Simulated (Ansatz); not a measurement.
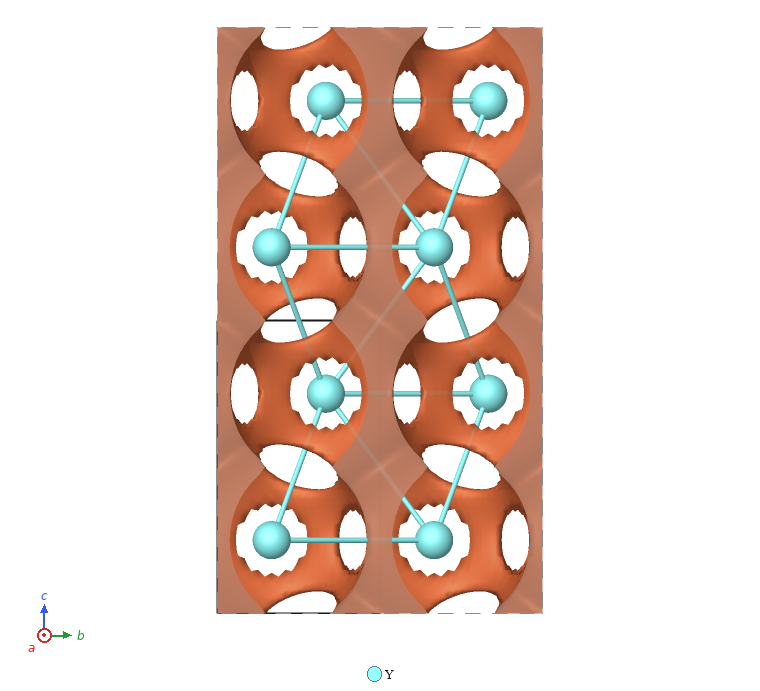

The orange surface encloses the points that the centre of a probe sphere of radius 0.10 Å can occupy in Y (P6_3/mmc), computed on a grid of about 0.15 Å (2×2×2 cells shown, view along the a axis; pale faces close the region where the box cuts it).

The atoms' radii are touching radii (half the shortest distance): Y 1.77 Å.

The cell is taken from the end point of a relaxation with Ansatz, DFT, PAW plane waves, pbe.

```cif
data_structure
_symmetry_space_group_name_H-M 'P6_3/mmc'
_symmetry_Int_Tables_number 194
_cell_length_a 3.6520
_cell_length_b 3.6520
_cell_length_c 5.7013
_cell_angle_alpha 90.000
_cell_angle_beta 90.000
_cell_angle_gamma 120.000
_cell_volume 65.85
loop_
_atom_site_label
_atom_site_type_symbol
_atom_site_symmetry_multiplicity
_atom_site_Wyckoff_symbol
_atom_site_fract_x
_atom_site_fract_y
_atom_site_fract_z
_atom_site_occupancy
Y1 Y 2 d 0.33333 0.66667 0.75000 1
```

Question: Describe the connectivity of the accessible space.

Answer: Where they connect, they form a three-dimensional network.

Question: What share of the cell can the probe's centre reach?

Answer: About 18 % of the volume (12 Å³ of 65.9 Å³).

Question: Give the largest included and the largest free sphere.

Answer: The largest sphere that fits anywhere has a diameter of 1.54 Å; the largest that can travel through the crystal, about 0.7 Å.

Question: How does the connectivity change as the probe shrinks?

Answer: Below a radius of about 0.34 Å the space forms one-dimensional channels along [001]. Below a radius of about 0.30 Å the space forms a three-dimensional network. These are grid estimates, good to about 0.05 Å.
